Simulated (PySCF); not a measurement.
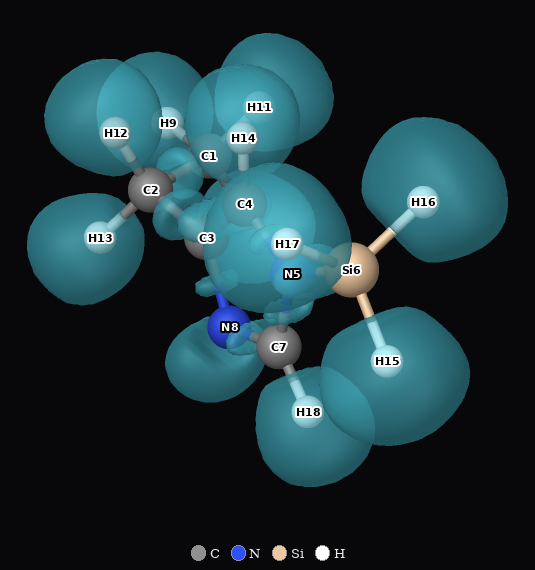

Figure 1: C₅H₁₀N₂Si (SMILES CCc1cn([SiH3])cn1). Isosurface of the ELF at 0.85 (cyan), seen at an oblique angle. Core shells and regions of very low density are left out.

Geometry: GFN2-xTB.

All numbers below come from PBE0/pcSseg-1, SCF density, gas phase, non-relativistic in PySCF 2.14.0.

Input file:

```
{"job": {"kind": "nmr", "xc": "PBE0", "basis": "pcSseg-1"}, "charge": 0, "multiplicity": 1}
C     -2.691037     0.527239    -1.050306
C     -2.107465    -0.464830    -0.042855
C     -0.618101    -0.469120    -0.097886
C      0.279366     0.228915     0.652017
N      1.539142    -0.098740     0.202915
Si     3.058417     0.487224     0.839511
C      1.320105    -0.986031    -0.810539
N      0.065293    -1.225996    -1.015053
H     -3.778215     0.502801    -1.022133
H     -2.360102     0.272574    -2.053924
H     -2.359248     1.538387    -0.823052
H     -2.430091    -0.200250     0.966390
H     -2.465463    -1.468570    -0.276638
H      0.141667     0.917918     1.459907
H      4.076506    -0.173445     0.030495
H      3.071324     1.941559     0.684823
H      3.123741     0.102216     2.249064
H      2.125401    -1.425531    -1.364375
```

Launched as:

```sh
OMP_NUM_THREADS=1 python probes_run.py task.json out
```

Where are the electrons localised?

Answer. At this value the surface marks out three regions between bonded C–C atoms (shared pairs), four regions between bonded C–N atoms (shared pairs), one region between bonded N–Si atoms (shared pairs), ten regions around hydrogen nuclei and one lobe on N, pointing away from the bonds (lone pairs). Along the contacts the grid gives the following. C–N (1.29 Å): the ELF peaks at about 0.90 between the atoms; localised, covalent bonding. C–C (1.36 Å): the ELF peaks at about 0.95 between the atoms (localised, covalent bonding).
